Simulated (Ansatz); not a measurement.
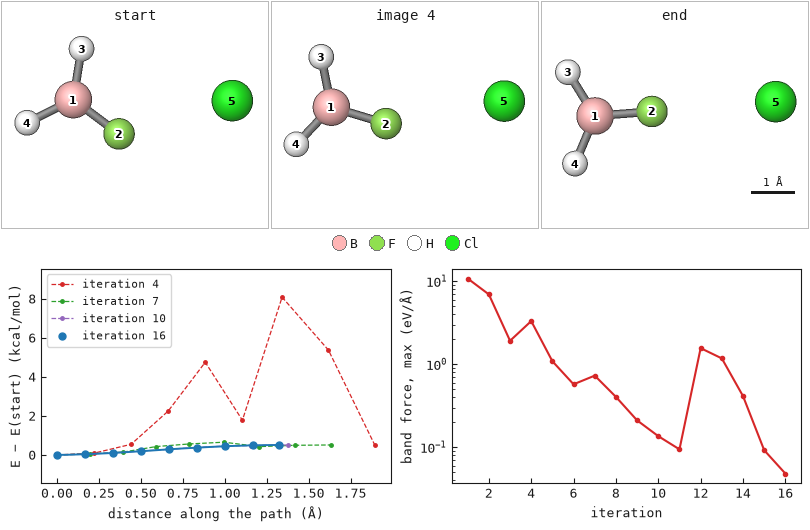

A search for the minimum-energy path of BH2ClF (multiplicity 2), made up at the start of BH₂F and Cl by the nudged elastic band. Images are numbered from 0 (start) to 8 (end). The plot follows the band through its iterations. Style: ball-and-stick. Shown face on.

These are results of UKS PBE0-D4/cc-pVDZ (Ansatz), not measurements. Settings: 7 movable images; climbing image; force threshold 0.05 eV/Å; iteration limit 60; starting path through a guess of the saddle point.

> How did the profile develop, and is the result final?

The run is converged, with reservations. The band converged in 16 iterations. The largest component of the band force went from 11 to 0.048 eV/Å. The first iteration put the highest image at 56.51 kcal/mol. No barrier shows: the energy is highest at the end, and the end lies 0.51 kcal/mol above the start.

Limits of the set-up: the start holds two separate molecules, 2.8 Å apart at their closest, whose relative position is a soft coordinate.
